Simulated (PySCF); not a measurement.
Consider C$_{4}$H$_{6}$O$_{3}$S.

Input

```
{"job": {"kind": "nmr", "xc": "PBE0", "basis": "pcSseg-1", "pop": false}, "charge": 0, "multiplicity": 1}
C     -2.501800    -0.774000     0.370400
O     -1.245700    -0.203200     0.639300
C     -0.406000    -0.214400    -0.348600
S     -0.770500    -0.646000    -1.872600
C      1.051300     0.320300    -0.217800
C      2.014900    -0.646000     0.353900
O      1.949400    -1.131600     1.479500
O      3.082200    -0.857500    -0.471800
H     -2.889900    -0.078200    -0.434400
H     -2.955400    -0.804800     1.362000
H     -2.583700    -1.766900    -0.086200
H      0.935400     1.144000     0.570200
H      1.611900     0.613000    -1.076700
H      3.666900    -1.472600     0.029100
```

Command:

```sh
OMP_NUM_THREADS=1 python probes_run.py task.json out
```

Geometry: GFN2-xTB, MD frame at 250 fs, 600 K.

The calculation used PBE0/pcSseg-1, SCF density, gas phase, non-relativistic (PySCF).

Question: What will maps of the electron density and electron localisation function show?

Answer: C–S (1.63 Å): ρ at the midpoint is about 1.6 e/Å³; the ELF peaks at about 0.90 between the atoms; a covalent bond.
C–O (1.30 Å): the density is about 2.7 e/Å³ at the midpoint; the ELF peaks at about 0.90 between the atoms, as expected for a short, strongly polar bond.

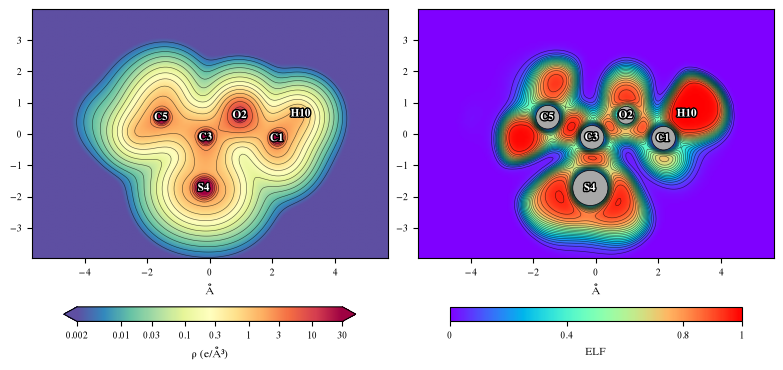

Computed electron density and electron localisation function on the plane of atoms O2, C3 and C5, in this order. Grey discs cover the atomic cores in the ELF map. 
